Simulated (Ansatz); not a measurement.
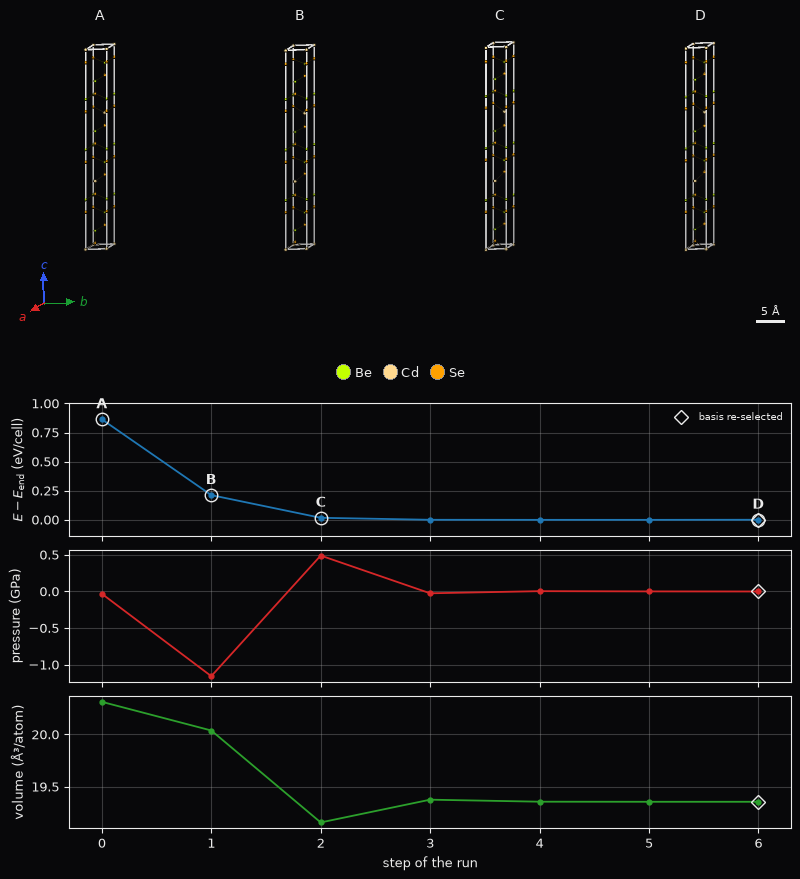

Frames of a relaxation of a crystal of Be₃CdSe₄ (built on the Mn3CdTe4-160 type type), marked on the history of the run. The picture is a ball-and-stick view of the conventional cell (3 times the calculation's cell), seen slightly off an axis. Lengths and directions refer to the drawn axes.

Theory: DFT, PBEsol, plane waves, PAW (Ansatz). (plane-wave cutoff 420 eV; k-point mesh 6 × 6 × 6; occupations fermi dirac; smearing width 0.03 eV; no spin polarisation; cell and atoms relaxed; force threshold 0.01 eV/Å; at most 120 steps)

**What happens along the run?**

The energy falls by 0.864 eV per cell of the calculation in 5 accepted moves (6 points after the start). The largest force component goes from 2.7 to 0.0031 eV/Å. The pressure goes from −0.03 to 0.00 GPa. At 1 point the geometry stayed and the basis and grid were re-selected for the new cell (energy shift of 0.8 meV per cell of the calculation at most each time). The atom that moves furthest relative to the cell is a Se atom (0.34 Å along +c). Largest moves by element: Se 0.34 Å, Be 0.23 Å, Cd 0.11 Å. The drawn cell changes as follows: a = b 3.869 → 3.762 Å (−2.8 %), c 37.605 → 37.896 Å (+0.8 %); the volume changes by −4.7 %. Some distances before and after: Cd–Se 2.416 → 2.586 Å, Cd–Se 2.401 → 2.548 Å, Be–Se 2.354 → 2.211 Å, Be–Se 2.311 → 2.193 Å. Bond angles that change, for instance: Cd–Se–Cd 107.4° → 95.2°, Se–Cd–Se 107.4° → 95.2°, Be–Se–Cd 111.5° → 121.5°. The space group stays R3m (No. 160). Cost: 48 s on 4 threads of Arm Neoverse V1, with other jobs on the host, peak memory 0.61 GiB. From step 0 to 1: a Se atom moves most (0.19 Å), volume −1.4 %, energy −0.652 eV per cell of the calculation. From step 1 to 2: a Se atom moves most (0.18 Å), volume −4.4 %, energy −0.195 eV per cell of the calculation. From step 2 to 6: a Se atom moves most (0.04 Å), volume +1.0 %, energy −16.8 meV per cell of the calculation.
